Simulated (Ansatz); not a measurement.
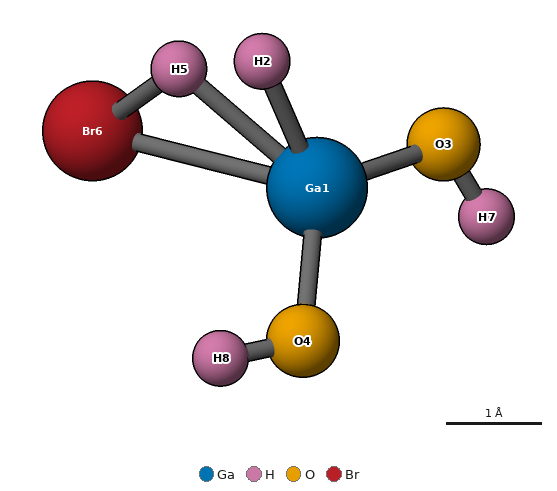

Figure 1. The input geometry (ball-and-stick view, seen at a tilt; atoms are numbered from 1 in the order of the input). Sticks mark near contacts. Bond lengths as drawn: Br–Ga 2.67 Å, Br–H 1.66 Å, Ga–H 1.68 to 1.92 Å, Ga–O 1.77 to 1.78 Å and H–O 0.96 Å.

# Single-point calculation of GaH4BrO2

GaH4BrO2, computed with RKS PBE0-D4/def2-TZVPP (Ansatz 0.2.0).

The geometry is a transition state. The geometry comes from this level: PBE0-D4/def2-TZVP.

Log:
```
Functional definition: PBE0
  name "PBE0"
  cite "Adamo & Barone, J. Chem. Phys. 110, 6158 (1999) doi:10.1063/1.478522"
  cite "Perdew, Burke & Ernzerhof, Phys. Rev. Lett. 77, 3865 (1996) doi:10.1103/PhysRevLett.77.3865"
  parent pbe
  parameter a = 0.25
  parameter kappa = 0.804
  parameter beta = 0.06672455060314922
  exchange = (1 - a)*pbe_x(kappa = kappa, mu = beta*pi^2/3) + a*exact_x
  correlation = pbe_c(beta = beta)
1364 factors; their error is unknown
mean field evaluation 1: about -126556.4019 eV, gradient 8.1e1 eV
mean field evaluation 2: about -126522.8652 eV, gradient 1.5e2 eV
mean field evaluation 4: about -126566.5492 eV, gradient 6.0e0 eV
mean field evaluation 8: about -126566.6102 eV, gradient 1.3e-1 eV
mean field evaluation 16: about -126567.2394 eV, gradient 3.3e-4 eV
mean field -126567.23941379 eV, -4651.2602581005 hartree, gradient 5.7e-5 eV, S^2 0.000000; 0 other end points of the search recorded, 0 dependent functions left out
reference -126567.23944314 eV, -4651.2602591793 hartree; 43, 43 occupied and 171, 171 virtual orbitals, 1364 factors
Total energy: -126567.38646384 eV, -4651.2656620905 hartree
```

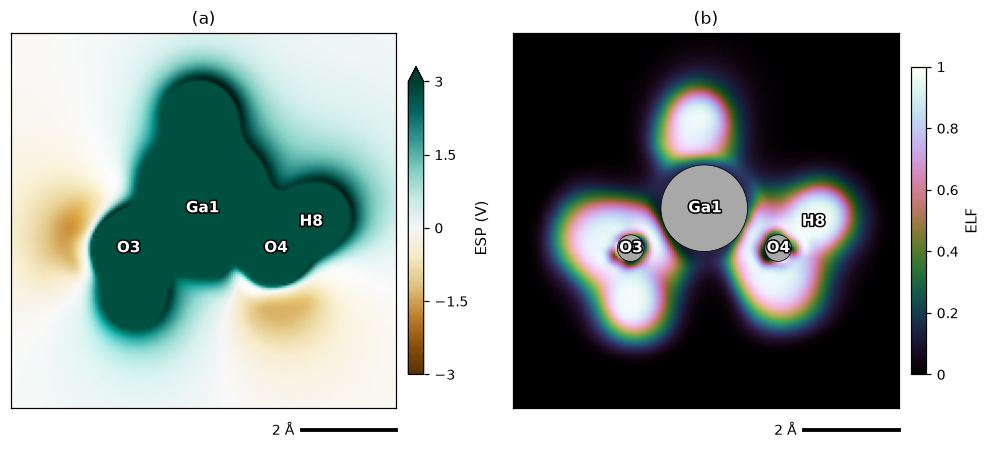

Figure 2. (a) molecular electrostatic potential; (b) ELF on the plane of atoms O3, Ga1 and O4. Grey discs, where drawn, cover atomic cores. The section cuts through Ga, O and H sites. Ga–O (1.77 Å): the ELF peaks at about 0.90 in the valence shell of O, 0.6 Å from its nucleus, and is about 0.20 at the midpoint.

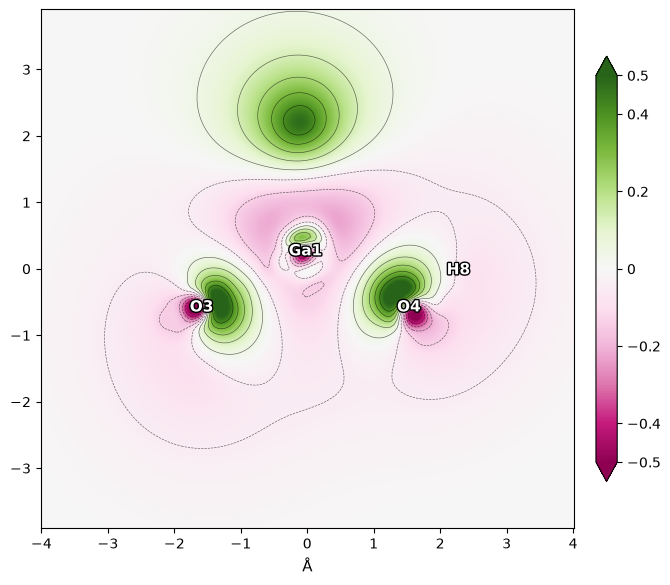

Figure 3. One frontier orbital on the plane of atoms O3, Ga1 and O4 (values in Å⁻³ᐟ²; the overall sign is arbitrary). The LUMO, at −1.39 eV. It lies mainly on Ga1 (35 %), Br6 (20 %), H5 (15 %), O4 (10 %) and O3 (10 %).

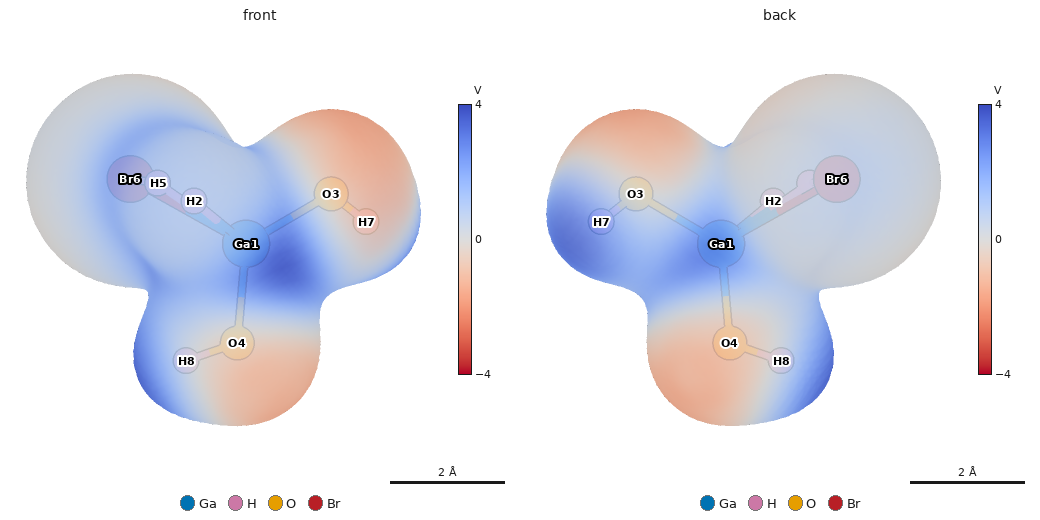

Figure 4. The electrostatic potential painted on the density surface at 0.004 e/bohr³, seen face on and from behind; the colour scale runs from red (negative) to blue (positive).

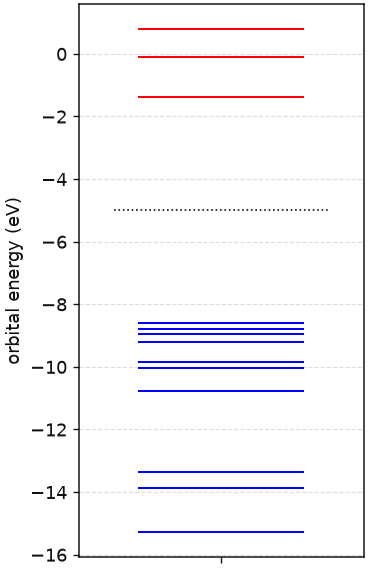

Figure 5. Orbital energies near the frontier; the dotted line parts filled from empty levels, and levels within 0.02 eV of each other stand side by side. Highest filled −8.61 eV, lowest empty −1.39 eV, 7.22 eV apart.

This output came from the following input.

Input:
```yaml
crystal:
  periodic: [false, false, false]
  atoms:
    - {symbol: Ga, position_ang: [-0.267756, -0.026360, -0.178137]}
    - {symbol: H, position_ang: [-0.025180, -1.656209, 0.137466]}
    - {symbol: O, position_ang: [-0.264119, 0.291512, -1.920338]}
    - {symbol: O, position_ang: [-1.192753, 0.946485, 0.984098]}
    - {symbol: H, position_ang: [1.011796, -1.317265, 0.450372]}
    - {symbol: Br, position_ang: [2.225376, -0.234505, 0.763533]}
    - {symbol: H, position_ang: [-0.554686, 1.181356, -2.135572]}
    - {symbol: H, position_ang: [-0.932678, 0.815086, 1.898577]}
basis:
  gaussian: {orbitals: def2-TZVPP}
hamiltonian: {xc: pbe0, dispersion: d4}
output: {orbitals: {seedname: orbitals}}
```

Launched with:
```bash
ansatz run in.yaml --threads 8 --pin off --events-out ev --progress --plain --max-ram 19148MiB
```

Key numbers:

| quantity | value |
| --- | --- |
| outcome | converged |
| total energy | −126567.3865 eV |
| mean-field energy | −126567.2394 eV |
| dispersion energy | −0.1470 eV |
| SCF solution under orbital rotations | stable |
| HOMO | −8.61 eV |
| LUMO | −1.39 eV |
| hardware | 8 threads of Intel Xeon, 31 GiB of memory available, shared host |
| wall time | 1 s (CPU time 6.5 s) |
| peak memory | 0.7 GiB |
